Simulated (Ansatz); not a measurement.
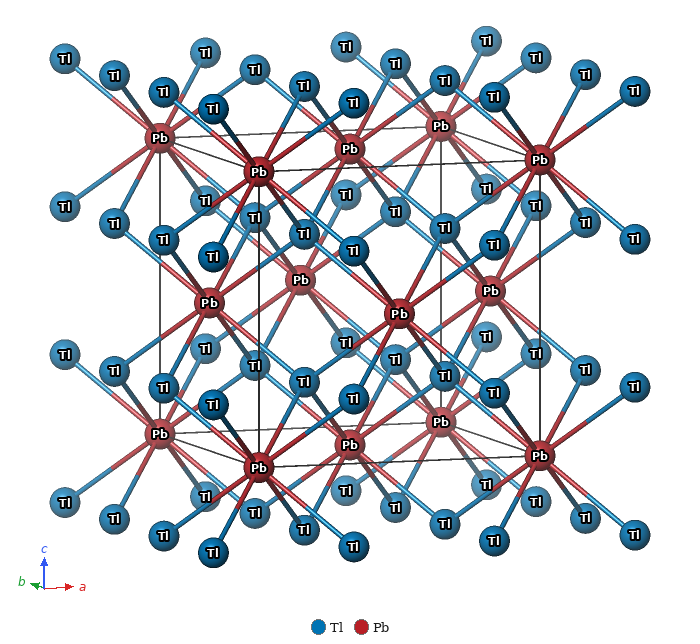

Tl₂Pb (space group Fm-3m, No. 225): the geometry relaxed with DFT PBE, scalar-relativistic, plane waves, PAW in Ansatz 0.2.0; the starting structure was generated, so it need not be a known form of this composition.

Bonds are taken as Pb–Tl below 3.7 Å; no other contact counts. Simplification: prune 0- and 1-connected atoms, fold 2-connected ones into links.

Q: What kind of net remains, and which atoms are its nodes?

A: A binodal (4,8)-connected, three-periodic net: Tl is a 4-connected node; Pb is an 8-connected node, in the ratio 2:1.

Q: Does the net have a name?

A: It is the flu net, known from fluorite.

Q: Is the net interpenetrated?

A: It is a single net, without interpenetration.

Q: How many nodes does the smallest cycle have?

A: Four.

The simplified net, drawn on the atoms' positions. Nodes are coloured by element. Short stubs are edges that leave the cut-out.

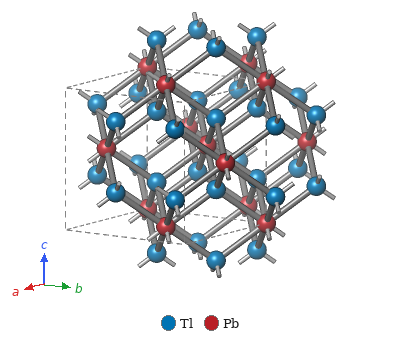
